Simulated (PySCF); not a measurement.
**What a change does: NMR shielding calculation on C$_{5}$H$_{16}$N$_{2}$Si$_{2}$**

System: C$_{5}$H$_{16}$N$_{2}$Si$_{2}$.
Method of run A: GIAO PBE0/pcSseg-1 NMR shielding, non-relativistic, IEF-PCM tetrahydrofuran (PySCF 2.14.0).

The geometry comes from this level: PBE0-D3(BJ)/def2-SVP. Text and figures count atoms from 1; the logs count them from 0 in places.

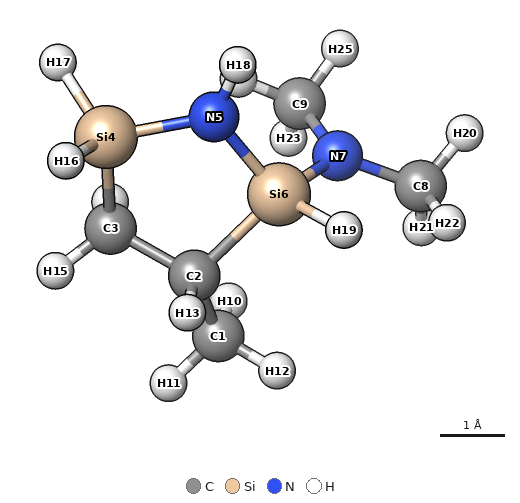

The structure (ball-and-stick view, seen at a tilt; atoms are numbered from 1 in the order of the input).

Input, run A:
```
{"job": {"kind": "nmr", "xc": "PBE0", "basis": "pcSseg-1", "solvent": "tetrahydrofuran", "pop": false}, "charge": 0, "multiplicity": 1}
C     -1.820855    -1.757389     1.139940
C     -1.772945    -0.275216     0.785618
C     -2.443799     0.058876    -0.561834
Si    -1.884982     1.790899    -1.067072
N     -0.302983     1.777154    -0.329431
Si    -0.014161     0.456648     0.768295
N      1.259459    -0.580234     0.205131
C      2.141141    -1.289878     1.091627
C      1.332704    -0.995177    -1.170942
H     -1.267474    -2.358603     0.399641
H     -2.855882    -2.137217     1.166945
H     -1.369212    -1.957553     2.125363
H     -2.298998     0.293925     1.577106
H     -2.091819    -0.643420    -1.339665
H     -3.540722    -0.051245    -0.518659
H     -2.785118     2.863690    -0.528013
H     -1.817837     1.990046    -2.550856
H      0.393956     2.492804    -0.503549
H      0.418747     0.852759     2.145323
H      3.197322    -1.194890     0.770858
H      1.915191    -2.374479     1.144168
H      2.068230    -0.887136     2.113350
H      1.017527    -2.048322    -1.320560
H      0.691580    -0.356153    -1.796879
H      2.364881    -0.907313    -1.561941
```

The first line tells a small driver script what to run in PySCF; the rest is the geometry in Å.

Command:
```bash
OMP_NUM_THREADS=1 python <driver script> task.json out
```

Hardware: 1 CPU thread, shared host.

Output (run A):
```
coarse grid: 20728 points
cycle   1  E = -887.9255523913  dE =  7.544e-01  |g| = 6.017e-01  |ddm| = 4.406e+00
cycle   2  E = -887.8656909869  dE =  5.986e-02  |g| = 7.899e-01  |ddm| = 1.279e+00
cycle   3  E = -888.0110568624  dE = -1.454e-01  |g| = 7.050e-02  |ddm| = 7.932e-01
cycle   4  E = -888.0118625021  dE = -8.056e-04  |g| = 3.543e-02  |ddm| = 8.692e-02
cycle   5  E = -888.0121490603  dE = -2.866e-04  |g| = 7.189e-03  |ddm| = 3.414e-02
cycle   6  E = -888.0121591332  dE = -1.007e-05  |g| = 2.750e-03  |ddm| = 8.567e-03
cycle   7  E = -888.0121607634  dE = -1.630e-06  |g| = 3.658e-04  |ddm| = 2.241e-03
final grid: 187832 points
cycle   8  E = -888.0604219745  dE = -4.578e-05  |g| = 1.003e-02  |ddm| = 3.404e-02
cycle   9  E = -888.0604067119  dE =  1.526e-05  |g| = 1.297e-02  |ddm| = 2.048e-02
cycle  10  E = -888.0604466058  dE = -3.989e-05  |g| = 1.037e-03  |ddm| = 1.147e-02
cycle  11  E = -888.0604468150  dE = -2.092e-07  |g| = 3.003e-04  |ddm| = 9.784e-04
cycle  12  E = -888.0604468337  dE = -1.874e-08  |g| = 7.621e-05  |ddm| = 3.074e-04
cycle  13  E = -888.0604468349  dE = -1.119e-09  |g| = 3.293e-05  |ddm| = 9.414e-05
cycle  14  E = -888.0604468351  dE = -2.378e-10  |g| = 4.392e-06  |ddm| = 2.866e-05
converged SCF energy = -888.0604468351

GIAO shielding tensors (ppm)
atom      isotropic    diamagn.    paramagn.     s11        s22        s33       span
  0 C      165.808     246.512     -80.703    153.325    158.859    185.241     31.917
  1 C      164.573     258.345     -93.771    161.916    162.514    169.290      7.375
  2 C      168.896     254.026     -85.130    154.145    164.764    187.777     33.632
  3 Si     376.109     879.899    -503.790    337.369    360.055    430.903     93.534
  4 N      237.311     327.531     -90.220    200.572    238.579    272.780     72.208
  5 Si     357.271     883.504    -526.234    330.207    359.614    381.991     51.784
  6 N      233.259     331.275     -98.015    208.162    225.562    266.054     57.891
  7 C      145.527     242.234     -96.707    120.339    131.645    184.596     64.257
  8 C      147.954     247.107     -99.153    122.180    139.612    182.070     59.890
  9 H       30.527      31.779      -1.252     26.187     30.244     35.151      8.964
 10 H       30.003      29.182       0.821     25.294     27.513     37.202     11.908
 11 H       30.010      30.358      -0.348     25.485     27.737     36.808     11.323
 12 H       30.677      33.859      -3.182     26.178     29.149     36.703     10.525
 13 H       30.530      33.259      -2.730     27.387     28.540     35.663      8.276
 14 H       30.246      30.192       0.054     25.530     27.235     37.974     12.445
 15 H       26.591      28.394      -1.803     22.954     23.755     33.063     10.109
 16 H       26.347      28.480      -2.133     23.030     23.859     32.151      9.121
 17 H       30.601      32.478      -1.876     22.201     26.345     43.257     21.056
 18 H       26.598      32.391      -5.793     22.947     25.001     31.846      8.899
 19 H       28.867      27.958       0.909     23.804     26.101     36.695     12.891
 20 H       28.810      28.664       0.146     23.420     27.286     35.723     12.303
 21 H       28.282      29.557      -1.274     23.956     26.717     34.174     10.219
 22 H       28.959      30.947      -1.988     24.091     27.349     35.438     11.347
 23 H       28.245      32.658      -4.413     23.122     29.696     31.918      8.796
 24 H       29.090      30.001      -0.911     24.618     25.972     36.679     12.060
```

For run B the input was changed thus:
```diff
-"solvent": "tetrahydrofuran"
-"pop": false
+"solvent": "dichloromethane"
+"pop": true
```

What does this change do to the results?

The total energy of run B is 0.08 kcal/mol lower: the change of the electrostatic solvation energy at this fixed geometry, without cavity or dispersion terms. No shielding changes by as much as 0.05 ppm. The SCF takes 13 iterations against 14.

Output (run B):
```
coarse grid: 20728 points
cycle   1  E = -887.9257738433  dE =  7.542e-01  |g| = 6.014e-01  |ddm| = 4.406e+00
cycle   2  E = -887.8662609334  dE =  5.951e-02  |g| = 7.889e-01  |ddm| = 1.277e+00
cycle   3  E = -888.0111903302  dE = -1.449e-01  |g| = 7.042e-02  |ddm| = 7.908e-01
cycle   4  E = -888.0119924569  dE = -8.021e-04  |g| = 3.544e-02  |ddm| = 8.667e-02
cycle   5  E = -888.0122792671  dE = -2.868e-04  |g| = 7.155e-03  |ddm| = 3.409e-02
cycle   6  E = -888.0122892153  dE = -9.948e-06  |g| = 2.751e-03  |ddm| = 8.516e-03
final grid: 187832 points
cycle   7  E = -888.0605491000  dE = -4.430e-05  |g| = 1.034e-02  |ddm| = 3.410e-02
cycle   8  E = -888.0605303377  dE =  1.876e-05  |g| = 1.369e-02  |ddm| = 2.272e-02
cycle   9  E = -888.0605758161  dE = -4.548e-05  |g| = 8.697e-04  |ddm| = 1.273e-02
cycle  10  E = -888.0605759505  dE = -1.344e-07  |g| = 3.054e-04  |ddm| = 8.127e-04
cycle  11  E = -888.0605759689  dE = -1.844e-08  |g| = 7.206e-05  |ddm| = 2.942e-04
cycle  12  E = -888.0605759700  dE = -1.054e-09  |g| = 3.029e-05  |ddm| = 9.991e-05
cycle  13  E = -888.0605759702  dE = -2.324e-10  |g| = 3.830e-06  |ddm| = 2.986e-05
converged SCF energy = -888.0605759702

GIAO shielding tensors (ppm)
atom      isotropic    diamagn.    paramagn.     s11        s22        s33       span
  0 C      165.838     246.525     -80.687    153.356    158.881    185.277     31.920
  1 C      164.576     258.342     -93.766    161.919    162.519    169.290      7.371
  2 C      168.912     254.027     -85.115    154.140    164.797    187.799     33.658
  3 Si     376.097     879.899    -503.801    337.327    360.068    430.898     93.571
  4 N      237.331     327.543     -90.212    200.610    238.626    272.757     72.147
  5 Si     357.272     883.506    -526.234    330.158    359.647    382.011     51.853
  6 N      233.297     331.275     -97.978    208.186    225.597    266.109     57.922
  7 C      145.545     242.243     -96.698    120.358    131.657    184.619     64.261
  8 C      147.971     247.115     -99.144    122.198    139.627    182.089     59.891
  9 H       30.525      31.780      -1.255     26.183     30.242     35.150      8.966
 10 H       30.004      29.183       0.821     25.293     27.514     37.204     11.910
 11 H       30.008      30.357      -0.349     25.482     27.735     36.807     11.326
 12 H       30.675      33.857      -3.182     26.176     29.148     36.702     10.526
 13 H       30.524      33.253      -2.730     27.379     28.532     35.659      8.280
 14 H       30.244      30.189       0.056     25.526     27.233     37.974     12.448
 15 H       26.595      28.402      -1.807     22.958     23.760     33.067     10.109
 16 H       26.349      28.484      -2.135     23.032     23.862     32.154      9.122
 17 H       30.585      32.464      -1.879     22.182     26.322     43.250     21.068
 18 H       26.601      32.399      -5.798     22.950     25.005     31.848      8.897
 19 H       28.865      27.957       0.908     23.802     26.100     36.695     12.893
 20 H       28.808      28.662       0.146     23.418     27.283     35.722     12.304
 21 H       28.281      29.554      -1.274     23.953     26.715     34.174     10.221
 22 H       28.956      30.944      -1.989     24.088     27.344     35.436     11.348
 23 H       28.244      32.658      -4.413     23.119     29.694     31.919      8.799
 24 H       29.089      30.001      -0.912     24.617     25.971     36.679     12.062
```

The two runs side by side:

| quantity | run A | run B |
| --- | --- | --- |
| outcome | converged | converged |
| total energy (hartree) | −888.060447 | −888.060576 |
| HOMO (eV) | −6.03 | −6.03 |
| LUMO (eV) | 0.93 | 0.94 |
| dipole moment (D) | 1.09 | 1.10 |
| shielding of C1 (ppm) | 165.8 | 165.8 |
| shielding of C3 (ppm) | 168.9 | 168.9 |
| shielding of N5 (ppm) | 237.3 | 237.3 |
| shielding of N7 (ppm) | 233.3 | 233.3 |
| shielding of C8 (ppm) | 145.5 | 145.5 |
| shielding of C9 (ppm) | 148.0 | 148.0 |
| shielding of H18 (ppm) | 30.6 | 30.6 |
| SCF iterations | 14 | 13 |
| basis functions | 247 | 247 |
| wall time (shared host) | 64 s | 66 s |
